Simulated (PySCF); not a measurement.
**C$_{5}$H$_{16}$Si$_{2}$: density, localisation and related maps**

```yaml
atoms:
  - { symbol: C, position_ang: [-2.6291, 1.1629, -0.0906] }
  - { symbol: C, position_ang: [-1.2960, 0.5365, -0.4765] }
  - { symbol: C, position_ang: [-0.7587, -0.4904, 0.5299] }
  - { symbol: C, position_ang: [-0.4545, 0.1103, 1.9035] }
  - { symbol: Si, position_ang: [0.7123, -1.4382, -0.2019] }
  - { symbol: C, position_ang: [2.0565, -0.3284, -0.9272] }
  - { symbol: Si, position_ang: [2.8607, 0.9504, 0.1917] }
  - { symbol: H, position_ang: [-2.9890, 1.8476, -0.8738] }
  - { symbol: H, position_ang: [-3.4013, 0.3909, 0.0586] }
  - { symbol: H, position_ang: [-2.5554, 1.7433, 0.8416] }
  - { symbol: H, position_ang: [-0.5441, 1.3353, -0.6112] }
  - { symbol: H, position_ang: [-1.4025, 0.0567, -1.4661] }
  - { symbol: H, position_ang: [-1.5342, -1.2706, 0.6621] }
  - { symbol: H, position_ang: [-1.3627, 0.5011, 2.3894] }
  - { symbol: H, position_ang: [-0.0171, -0.6343, 2.5865] }
  - { symbol: H, position_ang: [0.2576, 0.9481, 1.8293] }
  - { symbol: H, position_ang: [1.3201, -2.3093, 0.8558] }
  - { symbol: H, position_ang: [0.2026, -2.3263, -1.2979] }
  - { symbol: H, position_ang: [1.6506, 0.1902, -1.8131] }
  - { symbol: H, position_ang: [2.8539, -0.9963, -1.2985] }
  - { symbol: H, position_ang: [3.2561, 0.3457, 1.5017] }
  - { symbol: H, position_ang: [1.9261, 2.0856, 0.4652] }
  - { symbol: H, position_ang: [4.0873, 1.5168, -0.4523] }
```

Geometry: PBE0-D3(BJ)/def2-SVP.

Theory: wB97X-D/def2-SVPD, SCF density, gas phase (PySCF 2.14.0).

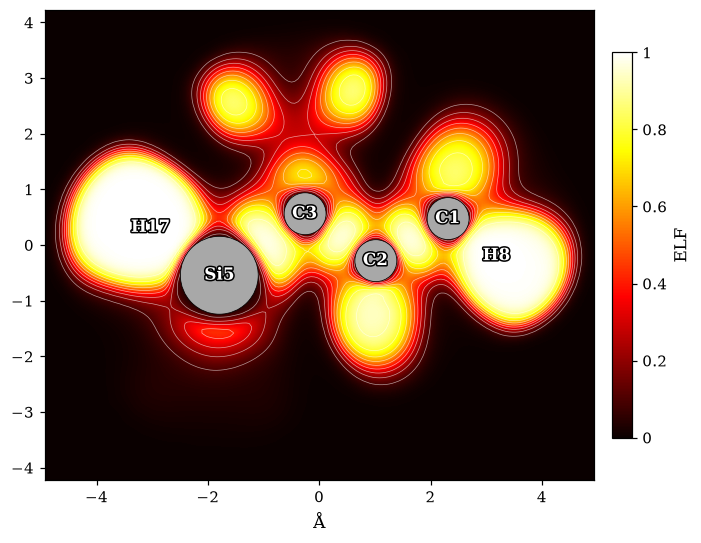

Figure 1. Electron localisation function on the plane of atoms C3, Si5 and H17. Grey discs cover the atomic cores.

> Interpret the plot.

- Atoms in the plane: C, Si and H.
- C–C (1.52 Å): the ELF peaks at about 0.95 between the atoms, as expected for a shared electron pair.
- C–Si (1.90 Å): the ELF peaks at about 0.95 between the atoms: a covalent bond.
- C–H (1.10 Å): the ELF climbs to about 1 towards the hydrogen, as it does in any bond to H; a covalent bond by its length.
- Si–H (1.50 Å): the ELF climbs to about 1 towards the hydrogen.

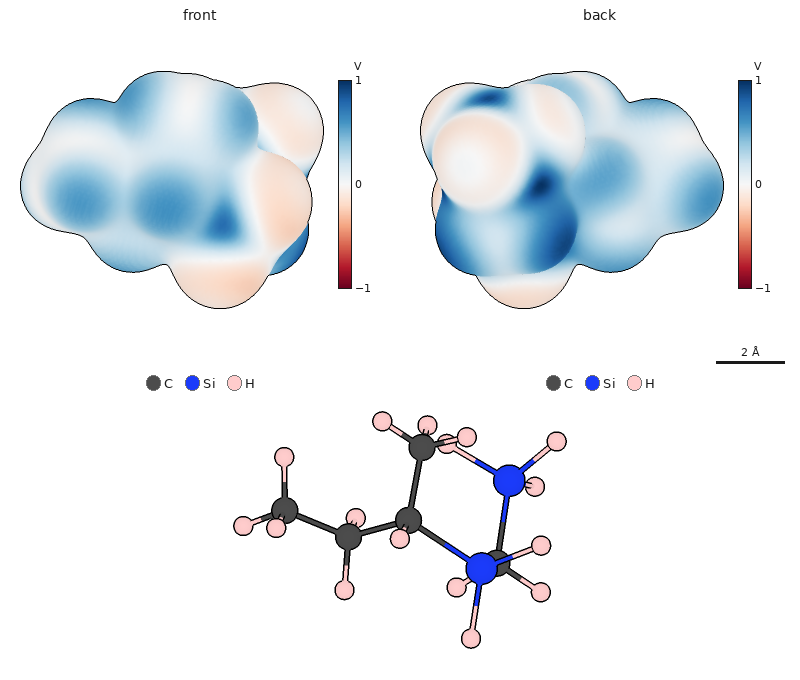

Figure 2. The electrostatic potential painted on the density surface at 0.002 e/bohr³, seen from the front and from behind; the colour scale runs from red (negative) to blue (positive). The bare structure is drawn below in the same view.

> Where is the surface potential most negative and most positive?

The most negative region (about −0.2 V) lies over H17 and H18, the most positive (about +0.9 V) over Si7, H19 and H20.

> How polar is the molecule by this calculation?

Its dipole moment is 0.73 D.
